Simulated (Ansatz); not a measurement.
**BSiH5Cl2O: phonon calculation**

The run: phonon calculation of BSiH5Cl2O. Method and program: RKS B3LYP/6-31G* (Ansatz 0.2.0).

It belongs to a series of runs on one base structure; here: vibrations at the highest image of the band. Figures and captions count atoms from 1; the log counts them from 0 in places.

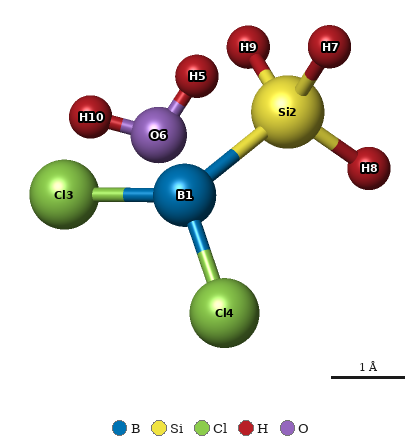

Figure 1. The structure as given in the input (ball-and-stick view, seen at a tilt; atoms are numbered from 1 in the order of the input).

**Input**
```yaml
crystal:
  periodic: [false, false, false]
  atoms:
    - { symbol: B, position_ang: [-0.098586, -0.792162, 0.348458] }
    - { symbol: Si, position_ang: [1.219218, 0.703486, -0.120591] }
    - { symbol: Cl, position_ang: [-0.175435, -2.208131, -0.840533] }
    - { symbol: Cl, position_ang: [-0.148318, -1.276565, 2.100651] }
    - { symbol: H, position_ang: [-1.586357, 0.837137, -0.222443] }
    - { symbol: O, position_ang: [-1.663059, -0.084883, 0.08753] }
    - { symbol: H, position_ang: [0.454749, 2.001556, -0.102661] }
    - { symbol: H, position_ang: [2.334859, 0.840061, 0.850423] }
    - { symbol: H, position_ang: [1.780447, 0.581915, -1.494678] }
    - { symbol: H, position_ang: [-2.117517, -0.602513, -0.606356] }
basis:
  gaussian: { orbitals: "6-31G*" }
hamiltonian:
  xc: b3lyp
phonons: {}
```

Machine: 2 threads of AMD EPYC (Zen 5), 16 GiB of memory available, shared host.

Launch command:
```bash
ansatz run input.yaml --threads 2 --pin off --max-ram 3072MiB --backend cpu --events-out ev --progress --plain --runs-dir out
```

**Output**
```
Engine: ansatz 0.2.0, x86_64-unknown-linux-gnu
Functional definition: B3LYP
  parameter a0 = 0.2
  parameter ax = 0.72
  parameter ac = 0.81
  exchange = (1 - a0 - ax)*slater_x + ax*b88_x + a0*exact_x
  correlation = (1 - ac)*vwn_rpa_c + ac*lyp_c
1030 factors; integrals over basis functions are off by at most 7.0e-4 eV
mean field evaluation 1: about -35726.8221 eV, gradient 3.7e1 eV
mean field evaluation 2: about -35725.0958 eV, gradient 5.1e1 eV
mean field evaluation 4: about -35729.3817 eV, gradient 1.2e0 eV
mean field evaluation 8: about -35729.4019 eV, gradient 2.3e-2 eV
mean field -35729.40191749 eV, -1313.0313022094 hartree, gradient 1.2e-5 eV, S^2 0.000000; 0 other end points of the search recorded, 0 dependent functions left out
the calculation of the forces begins
reference -35729.40217305 eV, -1313.0313116008 hartree; 33, 33 occupied and 64, 64 virtual orbitals, 1030 factors
these checks for a lower state are left out or cut short: stability, starts, cluster_reference, orbital_swaps, neighbouring_geometries, increment
1030 factors; integrals over basis functions are off by at most 7.0e-4 eV
mean field evaluation 16: about -35729.3852 eV, gradient 1.2e-1 eV
mean field -35729.40190249 eV, -1313.0313016581 hartree, gradient 1.8e-6 eV, S^2 0.000000; 0 other end points of the search recorded, 0 dependent functions left out
[... from here on the field's lines of each further geometry are left out, up to the last ...]
the calculation of the forces begins
reference -35729.40210659 eV, -1313.0313091586 hartree; 33, 33 occupied and 64, 64 virtual orbitals, 1030 factors
these checks for a lower state are left out or cut short: stability, starts, cluster_reference, orbital_swaps, neighbouring_geometries, increment
1030 factors; integrals over basis functions are off by at most 7.0e-4 eV
mean field -35729.40183202 eV, -1313.0312990685 hartree, gradient 2.9e-6 eV, S^2 0.000000; 0 other end points of the search recorded, 0 dependent functions left out
the calculation of the forces begins
reference -35729.40208761 eV, -1313.0313084610 hartree; 33, 33 occupied and 64, 64 virtual orbitals, 1030 factors
WARN: phonons: modes at or below zero, which the zero-point energy, F, S and C_V leave out: 1, the lowest at -115.08 cm⁻¹. A minimum has none, and a first-order saddle one
Total energy: -35729.40217305 eV, -1313.0313116008 hartree
Atom 0 at    -0.098586    -0.792162     0.348458 Å, force     0.009933    -0.009346     0.001417 eV/Å
Atom 1 at     1.219218     0.703486    -0.120591 Å, force    -0.009834     0.000863     0.001294 eV/Å
Atom 2 at    -0.175435    -2.208131    -0.840533 Å, force    -0.003172     0.000224     0.003644 eV/Å
Atom 3 at    -0.148318    -1.276565     2.100651 Å, force    -0.005263     0.003548    -0.002263 eV/Å
Atom 4 at    -1.586357     0.837137    -0.222443 Å, force     0.007724     0.007919     0.011361 eV/Å
Atom 5 at    -1.663059    -0.084883     0.087530 Å, force    -0.009588    -0.001702    -0.016309 eV/Å
Atom 6 at     0.454749     2.001556    -0.102661 Å, force     0.007822     0.002423     0.000057 eV/Å
Atom 7 at     2.334859     0.840061     0.850423 Å, force     0.001859     0.000583    -0.002571 eV/Å
Atom 8 at     1.780447     0.581915    -1.494678 Å, force    -0.001070     0.004659    -0.000516 eV/Å
Atom 9 at    -2.117517    -0.602513    -0.606356 Å, force     0.001589    -0.009171     0.003884 eV/Å
Dipole moment:    -0.673396     0.582953    -0.471030 e Å
Vibrations: -115.08 80.02 149.11 173.37 244.80 264.30 270.47 356.25 451.80 550.26 597.14 625.32 697.24 834.50 901.62 945.65 956.83 969.20 1654.44 2141.64 2238.65 2262.63 3630.10 3743.18 cm⁻¹, zero-point energy 1.533593 eV
```

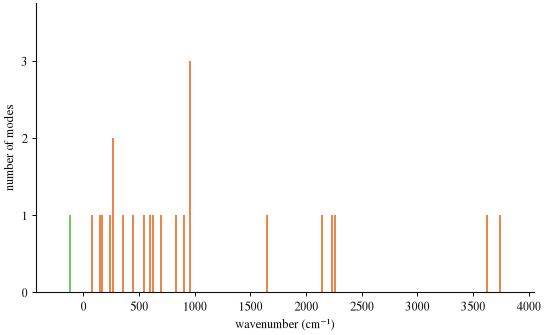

Figure 2. Harmonic vibrational wavenumbers from the force constants; neighbouring modes closer than 18 cm⁻¹ are counted in one stick, and imaginary ones are drawn at negative wavenumbers. 24 modes from 115i to 3743 cm⁻¹, 1 imaginary beyond 8i (115i cm⁻¹): a first-order saddle point, if the geometry is stationary.

**Results in brief**

| quantity | value |
| --- | --- |
| outcome | converged |
| total energy | −35729.4022 eV |
| mean-field energy | −35729.4022 eV |
| largest force (length of the vector) | 0.019 eV/Å |
| wall time | 48 s (CPU time 91 s) |
| peak memory | 0.26 GiB |
